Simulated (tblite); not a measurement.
# C$_{3}$H$_{8}$Br$_{2}$OSi$_{2}$: frequency calculation

System: C$_{3}$H$_{8}$Br$_{2}$OSi$_{2}$, SMILES Br[Si]1(Br)CC[SiH2]OC1.
Method: GFN2-xTB harmonic vibrations, gas phase (tblite 0.8.0).

It belongs to a series of runs on one base structure; here: CH2 inserted into a O-Si bond.

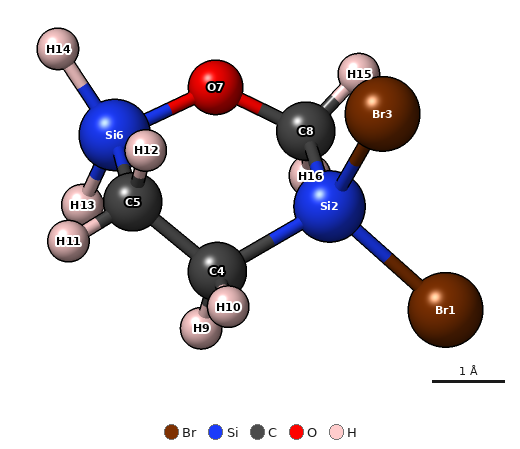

*The structure (ball-and-stick view, seen at a tilt; atoms are numbered from 1 in the order of the input).*

Bond lengths as drawn: Br–Si 2.22 to 2.23 Å, C–C 1.53 Å, C–H 1.09 to 1.10 Å, C–O 1.40 Å, C–Si 1.89 to 1.91 Å, H–Si 1.45 to 1.47 Å and O–Si 1.62 Å.

### Summary

```json
{"quantity": "outcome", "value": "converged"}
{"quantity": "total energy", "value": "−716.2935 eV"}
{"quantity": "zero-point energy", "value": "66.6220 kcal/mol"}
{"quantity": "hardware", "value": "1 CPU thread, shared host"}
{"quantity": "wall time", "value": "1.6 s"}
{"quantity": "peak memory", "value": "0.18 GiB"}
```

### Input file
```
{"job": {"kind": "ir", "xc": "GFN2-xTB", "basis": "xTB"}, "charge": 0, "multiplicity": 1}
Br     3.374858     0.675042    -0.830806
Si     1.500720     0.116891     0.246460
Br     2.079246    -0.712513     2.225487
C      0.513912    -1.164093    -0.735845
C     -0.890454    -1.330405    -0.139320
Si    -1.811144     0.340107    -0.022263
O     -0.863875     1.417608     0.738811
C      0.485185     1.708153     0.486535
H      0.431615    -0.840433    -1.777436
H      1.037577    -2.125576    -0.753052
H     -1.450534    -2.050728    -0.736576
H     -0.802508    -1.769111     0.858521
H     -2.094866     0.777601    -1.393944
H     -2.931337     0.322923     0.896541
H      0.853466     2.300824     1.331002
H      0.560540     2.342655    -0.405525
```

The first line tells a small driver script what to run in tblite; the rest is the geometry in Å.

Run as:
```bash
OMP_NUM_THREADS=1 python <driver script> task.json out
```

### What the program printed
```
mode    cm-1     km/mol
  1      39.4      1.80
  2      80.3      0.25
  3      83.2      7.95
  4     125.9     21.12
  5     138.3     14.26
  6     176.0      9.80
  7     190.0      4.46
  8     222.2      3.35
  9     316.4      3.51
 10     330.6      1.66
 11     411.2     45.37
 12     474.5     34.37
 13     527.4    168.45
 14     611.0     65.08
 15     661.9      3.88
 16     690.7    151.88
 17     694.8      8.13
 18     741.3     71.01
 19     752.2    182.66
 20     764.4    206.17
 21     787.4    164.40
 22     818.4    114.80
 23     841.9     51.70
 24    1047.6      9.01
 25    1067.0     43.91
 26    1129.7    122.92
 27    1142.8     10.67
 28    1196.9     22.85
 29    1278.7      1.99
 30    1284.3      9.68
 31    1300.0      6.09
 32    1464.5      7.59
 33    1469.7      3.34
 34    1496.5      6.01
 35    2232.0    292.90
 36    2400.4    278.23
 37    2877.1     41.05
 38    2916.5     30.36
 39    2924.9     23.23
 40    2949.1     22.46
 41    2955.2     54.99
 42    2990.4     25.90
```

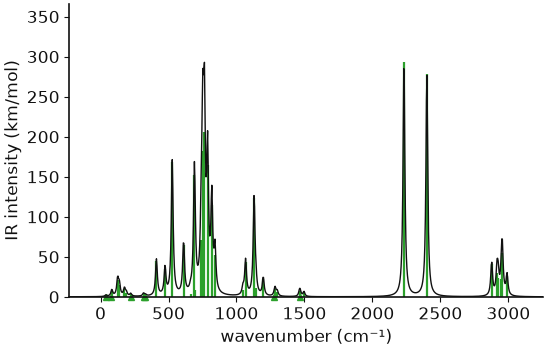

*Harmonic infrared spectrum, unscaled: sticks (degenerate modes added up, dark ones marked on the axis) with a Lorentzian envelope of 16 cm⁻¹ full width, scaled to the tallest stick.*

42 modes from 39 to 2990 cm⁻¹, none imaginary. The strongest line is at 2232 cm⁻¹ (293 km/mol).
